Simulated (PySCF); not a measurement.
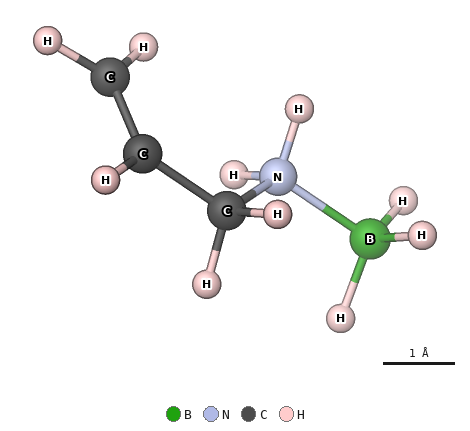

Figure 1. The input geometry (ball-and-stick view, seen at a tilt). Bond lengths as drawn: B–H 1.23 Å, B–N 1.63 Å, C–C 1.33 to 1.49 Å, C–H 1.09 to 1.10 Å, C–N 1.46 Å and H–N 1.02 Å.

## Spin–spin coupling calculation of C3H10BN

C3H10BN, computed with B3LYP/pcJ-1 indirect spin-spin coupling, non-relativistic, gas phase (PySCF 2.14.0).

The geometry comes from this level: PBE0-D3(BJ)/def2-SVP. It belongs to a series of runs on one base structure; here: constitutional isomer.

Input
```
{"job": {"kind": "j", "xc": "B3LYP", "basis": "pcJ-1"}, "charge": 0, "multiplicity": 1}
B     -2.107823    -0.154574     0.009305
N     -0.533763     0.262400    -0.001158
C      0.380033    -0.813647    -0.385605
C      1.827751    -0.444952    -0.414674
C      2.354691     0.743880    -0.119086
H     -2.710767     0.855629     0.351375
H     -2.202916    -1.069639     0.820070
H     -2.364391    -0.502239    -1.138412
H     -0.288633     0.609925     0.928095
H     -0.420375     1.055376    -0.635892
H      0.050711    -1.181866    -1.370729
H      0.204996    -1.651425     0.308679
H      2.494515    -1.262078    -0.713786
H      1.750393     1.603921     0.186718
H      3.432884     0.910092    -0.171881
```

The first line tells a small driver script what to run in PySCF; the rest is the geometry in Å.

Hardware: 1 CPU thread, shared host.

Launched with:
```bash
OMP_NUM_THREADS=1 python <driver script> task.json out
```

The program's output
```
coarse grid: 11608 points
cycle   1  E = -199.8401506300  dE =  2.293e-01  |g| = 4.398e-01  |ddm| = 2.826e+00
cycle   2  E = -199.8515676421  dE = -1.142e-02  |g| = 4.049e-01  |ddm| = 8.716e-01
cycle   3  E = -199.9000357117  dE = -4.847e-02  |g| = 6.462e-02  |ddm| = 4.044e-01
cycle   4  E = -199.9005077236  dE = -4.720e-04  |g| = 4.840e-02  |ddm| = 8.250e-02
cycle   5  E = -199.9011081851  dE = -6.005e-04  |g| = 6.515e-03  |ddm| = 3.809e-02
cycle   6  E = -199.9011178801  dE = -9.695e-06  |g| = 2.136e-03  |ddm| = 7.273e-03
final grid: 109544 points
cycle   7  E = -199.9383687029  dE = -1.005e-04  |g| = 7.031e-03  |ddm| = 2.447e-02
cycle   8  E = -199.9383631773  dE =  5.526e-06  |g| = 8.555e-03  |ddm| = 1.117e-02
cycle   9  E = -199.9383803329  dE = -1.716e-05  |g| = 8.584e-04  |ddm| = 6.322e-03
cycle  10  E = -199.9383804033  dE = -7.041e-08  |g| = 6.294e-04  |ddm| = 9.753e-04
cycle  11  E = -199.9383804972  dE = -9.389e-08  |g| = 1.229e-04  |ddm| = 4.701e-04
cycle  12  E = -199.9383805006  dE = -3.384e-09  |g| = 3.205e-05  |ddm| = 1.018e-04
cycle  13  E = -199.9383805008  dE = -2.194e-10  |g| = 3.897e-06  |ddm| = 2.287e-05
```

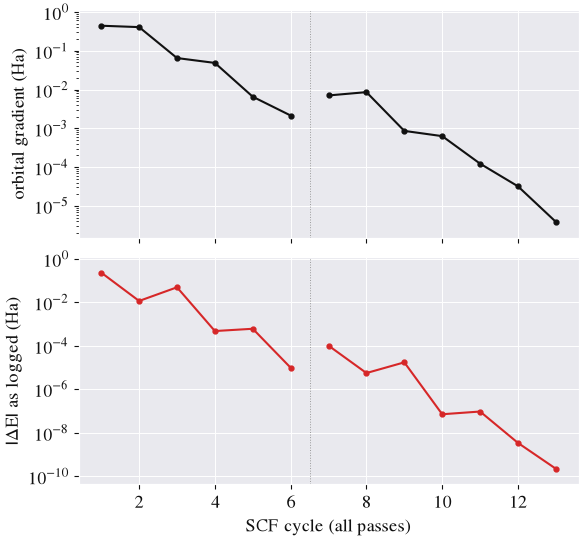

Figure 2. Convergence of the self-consistent field: orbital gradient and size of the energy change against the SCF cycle. The dotted line marks the change from a coarse to the final integration grid. The first 6 cycles use a coarse grid, the final grid takes over at cycle 7, and the field converges after 13 cycles in all.

```
converged SCF energy = -199.9383805008

Indirect spin-spin couplings (Hz)
  i      j    bonds     total        FC       PSO       DSO        SD
  0 B    1 N    1     -3.236    -2.631    -0.047    -0.079    -0.478
  0 B    2 C    2      0.076     0.225    -0.123    -0.021    -0.005
  0 B    3 C    3      2.054     2.023     0.085    -0.086     0.031
  0 B    4 C    4     -0.210    -0.180     0.038    -0.072     0.003
  0 B    5 H    1    109.809   109.542    -0.453     0.597     0.122
  0 B    6 H    1    110.400   110.136    -0.480     0.630     0.113
  0 B    7 H    1    110.362   110.098    -0.479     0.630     0.113
  0 B    8 H    2     -3.046    -3.058     0.322    -0.388     0.078
  0 B    9 H    2     -3.087    -3.097     0.315    -0.383     0.078
  0 B   10 H    3      1.218     1.253    -0.041     0.018    -0.013
  0 B   11 H    3      1.157     1.194    -0.033     0.009    -0.012
  1 N    2 C    1     -6.383    -5.459     0.015    -0.086    -0.852
  1 N    3 C    2      1.183     0.985     0.187     0.002     0.008
  1 N    4 C    3     -1.281    -1.356     0.065    -0.001     0.010
  1 N    5 H    2     -3.879    -3.867    -0.003    -0.010     0.000
  1 N    6 H    2     -1.231    -1.193    -0.002    -0.014    -0.022
  1 N    7 H    2     -1.264    -1.227    -0.001    -0.015    -0.021
  1 N    8 H    1    -71.770   -69.385    -2.036    -0.324    -0.025
  1 N    9 H    1    -71.678   -69.296    -2.034    -0.324    -0.024
  1 N   10 H    2     -0.728    -0.641    -0.141     0.049     0.005
  1 N   11 H    2     -0.704    -0.616    -0.142     0.049     0.005
  1 N   12 H    3     -3.201    -3.245    -0.128     0.188    -0.016
  1 N   14 H    4     -0.216    -0.240    -0.128     0.135     0.016
  2 C    3 C    1     44.824    46.234    -1.626     0.216         -
  2 C    4 C    2     -1.776    -1.328    -0.400    -0.048         -
  2 C    5 H    3     13.569    13.597     0.315    -0.342         -
  2 C    6 H    3      4.310     4.316    -0.041     0.035         -
  2 C    7 H    3      4.291     4.298    -0.041     0.034         -
  2 C    8 H    2     -3.032    -3.123     0.402    -0.312         -
  2 C    9 H    2     -3.054    -3.147     0.403    -0.310         -
  2 C   10 H    1    147.152   145.948     0.311     0.892         -
  2 C   11 H    1    146.871   145.662     0.316     0.892         -
  2 C   12 H    2      9.178     9.327     0.045    -0.194         -
  2 C   13 H    3      6.563     6.660    -0.026    -0.070         -
  2 C   14 H    3     10.949    11.070     0.344    -0.465         -
  3 C    4 C    1     77.649    87.411    -9.904     0.142         -
  3 C    5 H    4      1.963     1.997     0.201    -0.235         -
  3 C    6 H    4     -0.166    -0.145     0.162    -0.184         -
  3 C    7 H    4     -0.173    -0.152     0.160    -0.181         -
  3 C    8 H    3      1.329     1.494    -0.143    -0.022         -
  3 C    9 H    3      1.439     1.600    -0.146    -0.015         -
  3 C   10 H    2     -5.750    -5.653     0.041    -0.138         -
  3 C   11 H    2     -5.814    -5.723     0.046    -0.137         -
  3 C   12 H    1    164.097   163.088     0.250     0.759         -
  3 C   13 H    2     -1.241     0.656    -1.400    -0.497         -
  3 C   14 H    2     -0.291     1.488    -1.265    -0.514         -
  4 C    5 H    5     -0.159    -0.117     0.103    -0.146         -
  4 C    6 H    5      0.318     0.364     0.142    -0.188         -
  4 C    7 H    5      0.324     0.369     0.142    -0.187         -
  4 C    8 H    4     -0.255    -0.138    -0.267     0.150         -
  4 C    9 H    4     -0.256    -0.140    -0.270     0.154         -
  4 C   10 H    3      6.193     6.294     0.315    -0.416         -
  4 C   11 H    3      6.126     6.227     0.310    -0.412         -
  4 C   12 H    2     -0.906     0.819    -1.198    -0.527         -
  4 C   13 H    1    160.745   159.573     0.568     0.604         -
  4 C   14 H    1    174.956   173.972     0.457     0.527         -
  5 H    6 H    2     -9.338    -9.284     1.327    -1.380         -
  5 H    7 H    2     -9.347    -9.293     1.325    -1.378         -
  5 H    8 H    3      1.900     2.005     0.034    -0.139         -
  5 H    9 H    3      1.875     1.981     0.035    -0.142         -
  5 H   10 H    4     -0.293    -0.208     1.058    -1.143         -
  5 H   11 H    4     -0.303    -0.218     1.057    -1.143         -
  5 H   12 H    5      0.484     0.537     1.032    -1.085         -
  6 H    7 H    2     -8.765    -8.726     1.272    -1.311         -
  6 H    8 H    3      2.083     2.203     0.166    -0.286         -
  6 H    9 H    3      9.954    10.060     2.508    -2.614         -
  6 H   10 H    4     -0.269    -0.192     0.272    -0.348         -
  6 H   11 H    4     -0.534    -0.589    -1.282     1.337         -
  7 H    8 H    3      9.968    10.073     2.511    -2.617         -
  7 H    9 H    3      2.133     2.252     0.140    -0.259         -
  7 H   10 H    4     -0.558    -0.616    -1.302     1.360         -
  7 H   11 H    4     -0.292    -0.214     0.311    -0.389         -
  8 H    9 H    2    -13.398   -13.636     3.937    -3.700         -
  8 H   10 H    3     15.947    16.018     3.539    -3.610         -
  8 H   11 H    3      3.283     3.425     0.477    -0.619         -
  8 H   12 H    4     -0.719    -0.584     1.594    -1.728         -
  9 H   10 H    3      3.102     3.247     0.508    -0.652         -
  9 H   11 H    3     15.926    15.997     3.540    -3.610         -
  9 H   12 H    4     -0.715    -0.581     1.581    -1.714         -
 10 H   11 H    2    -23.626   -23.705     1.939    -1.860         -
 10 H   12 H    3      3.816     3.869     0.470    -0.523         -
 10 H   13 H    4     -3.358    -3.198     1.234    -1.393         -
 10 H   14 H    4     -3.267    -3.141     1.500    -1.625         -
 11 H   12 H    3      3.708     3.762     0.494    -0.548         -
 11 H   13 H    4     -3.407    -3.247     1.212    -1.372         -
 11 H   14 H    4     -3.345    -3.219     1.497    -1.623         -
 12 H   13 H    3     19.229    19.760     2.681    -3.213         -
 12 H   14 H    3     12.716    13.168     0.174    -0.626         -
 13 H   14 H    2     -0.280    -0.520     3.547    -3.307         -
```

Summary

| quantity | value |
| --- | --- |
| outcome | converged |
| total energy | −199.938381 hartree |
| HOMO | −7.51 eV |
| LUMO | −0.67 eV |
| dipole moment | 5.59 D |
| wall time | 36 s |
| peak memory | 0.93 GiB |
